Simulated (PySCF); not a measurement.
**Run report: CH6N2Si2, NMR shielding calculation**

- system: CH6N2Si2, SMILES N#C[SiH2][SiH2]N
- method: GIAO PBE0/pcSseg-2 NMR shielding, non-relativistic, gas phase (PySCF 2.14.0)

The geometry comes from this level: PBE0-D3(BJ)/def2-SVP. Figures and captions count atoms from 1; the log counts them from 0 in places.

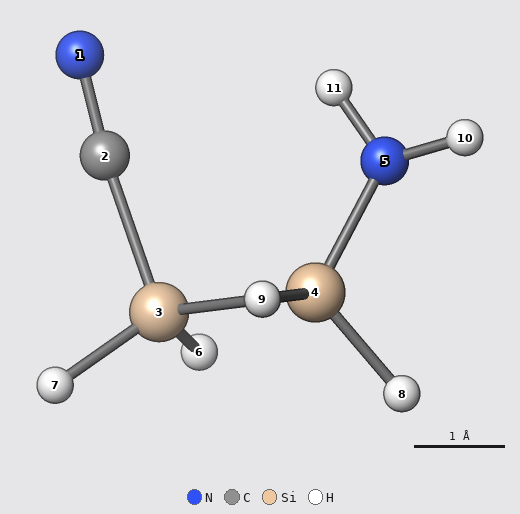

*The structure (ball-and-stick view, seen at a tilt; atoms are numbered from 1 in the order of the input).*

Bond lengths as drawn: C–N 1.16 Å, C–Si 1.86 Å, H–N 1.01 to 1.02 Å, H–Si 1.49 to 1.50 Å, N–Si 1.73 Å and Si–Si 2.35 Å.

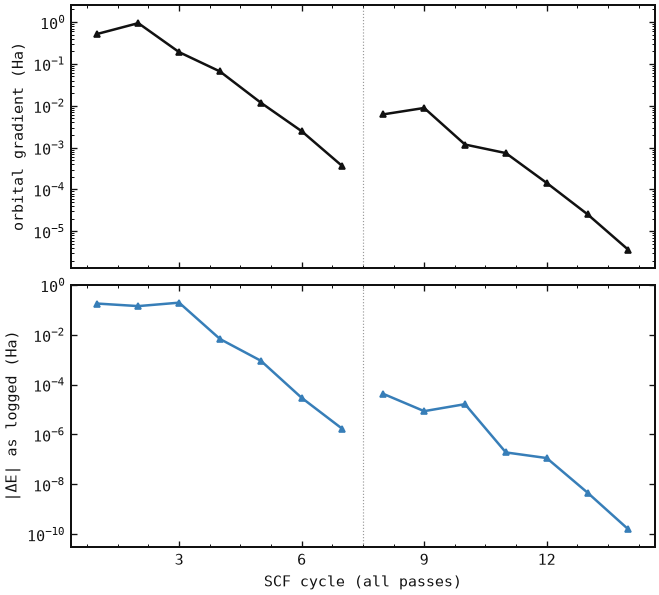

*Convergence of the self-consistent field: orbital gradient and size of the energy change against the SCF cycle. The dotted line marks the change from a coarse to the final integration grid.*

The first 7 cycles use a coarse grid, the final grid takes over at cycle 8, and the field converges after 14 cycles in all.

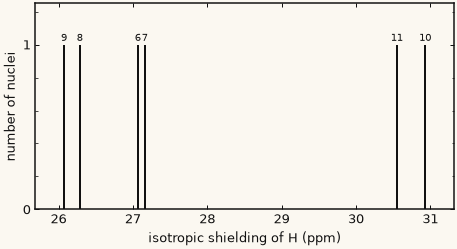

*Isotropic shieldings of the hydrogen nuclei in this fixed geometry, labelled by atom number; shielding grows to the right, so chemical shift grows to the left.*

The least shielded is H9 (26.1 ppm), the most shielded H10 (30.9 ppm).

The input that produced these results follows, with the program's output.

## Input file
```
{"job": {"kind": "nmr", "xc": "PBE0", "basis": "pcSseg-2", "pop": false}, "charge": 0, "multiplicity": 1}
N     -1.540047     2.552549     0.201363
C     -1.608479     1.397774     0.103738
Si    -1.518457    -0.459151    -0.043856
Si     0.751185    -0.912871     0.365659
N      1.573059     0.375610    -0.440954
H     -1.957624    -0.795194    -1.428546
H     -2.478525    -1.022786     0.948470
H      1.147399    -2.214882    -0.250288
H      0.936782    -1.044688     1.850153
H      2.578016     0.345622    -0.573875
H      1.252675     1.329158    -0.301480
```

The first line tells a small driver script what to run in PySCF; the rest is the geometry in Å.

Command:
```bash
OMP_NUM_THREADS=1 python <driver script> task.json out
```

## What the program printed
```
coarse grid: 10184 points
cycle   1  E = -729.8116683825  dE =  1.793e-01  |g| = 5.205e-01  |ddm| = 2.445e+00
cycle   2  E = -729.6697609510  dE =  1.419e-01  |g| = 9.414e-01  |ddm| = 8.212e-01
cycle   3  E = -729.8648018892  dE = -1.950e-01  |g| = 1.909e-01  |ddm| = 5.814e-01
cycle   4  E = -729.8715975493  dE = -6.796e-03  |g| = 6.592e-02  |ddm| = 1.109e-01
cycle   5  E = -729.8725098606  dE = -9.123e-04  |g| = 1.184e-02  |ddm| = 4.195e-02
cycle   6  E = -729.8725394716  dE = -2.961e-05  |g| = 2.469e-03  |ddm| = 9.877e-03
cycle   7  E = -729.8725411365  dE = -1.665e-06  |g| = 3.584e-04  |ddm| = 2.664e-03
final grid: 89280 points
cycle   8  E = -729.8842635286  dE = -4.261e-05  |g| = 6.233e-03  |ddm| = 2.436e-02
cycle   9  E = -729.8842548919  dE =  8.637e-06  |g| = 8.858e-03  |ddm| = 9.019e-03
cycle  10  E = -729.8842713891  dE = -1.650e-05  |g| = 1.185e-03  |ddm| = 5.454e-03
cycle  11  E = -729.8842715799  dE = -1.908e-07  |g| = 7.404e-04  |ddm| = 8.252e-04
cycle  12  E = -729.8842716932  dE = -1.134e-07  |g| = 1.434e-04  |ddm| = 3.826e-04
cycle  13  E = -729.8842716979  dE = -4.639e-09  |g| = 2.555e-05  |ddm| = 1.106e-04
cycle  14  E = -729.8842716980  dE = -1.560e-10  |g| = 3.619e-06  |ddm| = 2.514e-05
converged SCF energy = -729.8842716980

GIAO shielding tensors (ppm)
atom      isotropic    diamagn.    paramagn.     s11        s22        s33       span
  0 N     -111.804     332.162    -443.966   -316.136   -312.328    293.051    609.187
  1 C       56.168     266.848    -210.680    -60.182    -58.725    287.411    347.594
  2 Si     440.811     879.342    -438.531    430.497    438.801    453.135     22.637
  3 Si     398.277     878.564    -480.286    348.477    378.065    468.291    119.814
  4 N      262.820     318.680     -55.860    236.203    252.911    299.347     63.145
  5 H       27.066      28.449      -1.383     24.147     25.066     31.984      7.837
  6 H       27.159      27.968      -0.809     24.029     25.154     32.294      8.265
  7 H       26.285      28.813      -2.528     23.687     24.423     30.744      7.057
  8 H       26.074      28.990      -2.916     22.573     24.037     31.610      9.037
  9 H       30.931      30.795       0.136     23.159     26.464     43.169     20.011
 10 H       30.550      34.070      -3.520     22.429     27.900     41.320     18.891
```

## Summary

```tsv
quantity	value
outcome	converged
total energy	−729.884272 hartree
HOMO	−7.76 eV
LUMO	−0.95 eV
dipole moment	3.33 D
isotropic shielding, N	−111.8 to 262.8 ppm
isotropic shielding, C	56.2 ppm
isotropic shielding, Si	398.3 to 440.8 ppm
isotropic shielding, H	26.1 to 30.9 ppm
hardware	1 CPU thread, shared host
wall time	37 s
peak memory	1.1 GiB
```
